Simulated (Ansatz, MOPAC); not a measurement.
**AgH (SMILES [AgH]): the harmonic wavenumber, rung by rung**

AgH, singlet, SMILES `[AgH]`. Each level relaxes the structure for itself.

Each level gives the harmonic wavenumber (cm⁻¹). The values are calculated.

**What was measured.** Huber and Herzberg, Constants of Diatomic Molecules gives the harmonic wavenumber of the gas as 1760 cm⁻¹.

| level | kind | program | value (cm⁻¹) | computed − measured |
| --- | --- | --- | --- | --- |
| PM6 | semi-empirical | MOPAC | 1999 | +239 |
| PM6-D3 | semi-empirical | MOPAC | 1999 | +239 |
| PM6-D3H4 | semi-empirical | MOPAC | 1999 | +239 |
| PM7 | semi-empirical | MOPAC | 1933 | +173 |
| SVWN5/def2-TZVP (core potential) | LDA | Ansatz | 1895 | +135 |
| PBE-D3(BJ)/def2-TZVP (core potential) | GGA | Ansatz | 1792 | +32 |
| r2SCAN/def2-TZVP (core potential) | meta-GGA | Ansatz | 1847 | +87 |
| B3LYP-D4/def2-TZVP (core potential) | global hybrid | Ansatz | 1767 | +7 |
| wB97X-V/def2-TZVP (core potential) | range-separated hybrid | Ansatz | 1787 | +27 |
| CCSD(T)/def2-TZVP (core potential) | coupled cluster or CI | Ansatz | 1783 | +23 |

Nearest: B3LYP-D4/def2-TZVP (core potential) (+7 cm⁻¹); farthest: PM6-D3H4 (+239 cm⁻¹). Computed less measured by kind, in cm⁻¹ (def2-TZVP rows): semi-empirical +173 to +239; LDA +135; GGA +32; meta-GGA +87; global hybrid +7; range-separated hybrid +27; coupled cluster or CI +23. Harmonic and unscaled.

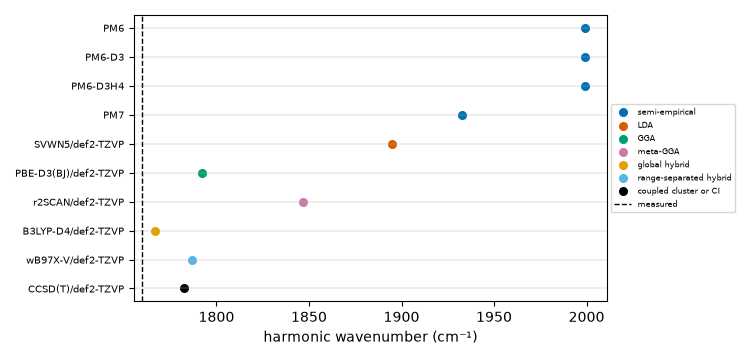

The values of the table, level by level.
